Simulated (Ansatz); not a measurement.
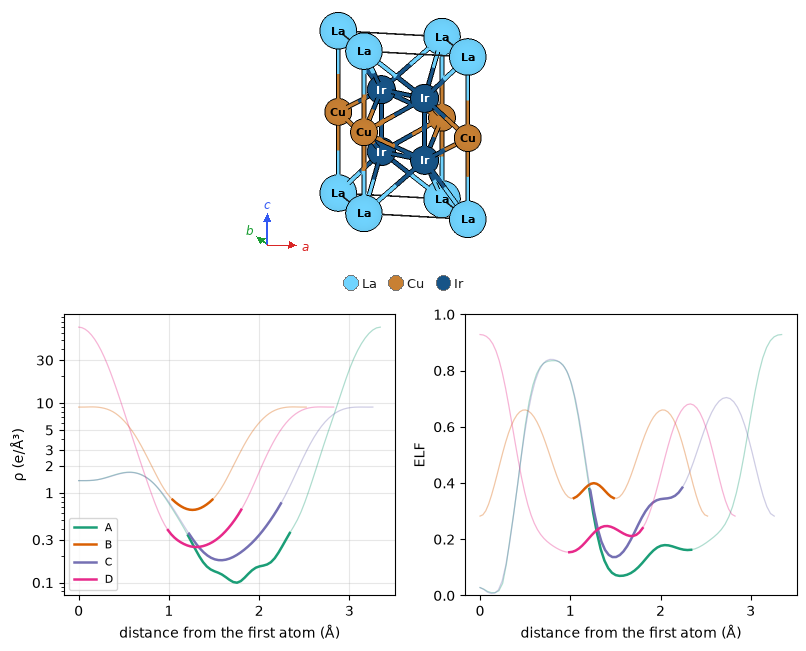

Figure 1: LaCuIr4. Valence charge density (pseudo) and electron localisation function along straight lines between neighbouring atoms. Thin, pale parts lie inside the atomic spheres. The structure is drawn too.

Space group P6/mmm; a structure generated by program, which may or may not match a known phase; computed without spin polarisation.

These are results of DFT PBE, scalar-relativistic, plane waves, PAW (Ansatz), not measurements.

In a PAW calculation such maps are meaningful between the atoms, not at the nuclei.

Q: Which curve belongs to which contact (Cu–Ir, Ir–Ir, La–Cu and La–Ir)? The first atom named is at distance zero.

A: Curve A: La–Cu (3.34 Å): the density is about 0.11 e/Å³ at the midpoint; the ELF is about 0.10 at the midpoint (no shared electron pair shows on this line). Curve B: Ir–Ir (2.52 Å): ρ at the midpoint is about 0.65 e/Å³; the ELF is about 0.40 at the midpoint. Curve C: La–Ir (3.26 Å): ρ is about 0.18 e/Å³ halfway; the ELF is about 0.20 at the midpoint (no shared electron pair shows on this line). Curve D: Cu–Ir (2.83 Å): ρ is about 0.26 e/Å³ halfway; the ELF is about 0.25 at the midpoint; no shared electron pair shows on this line.
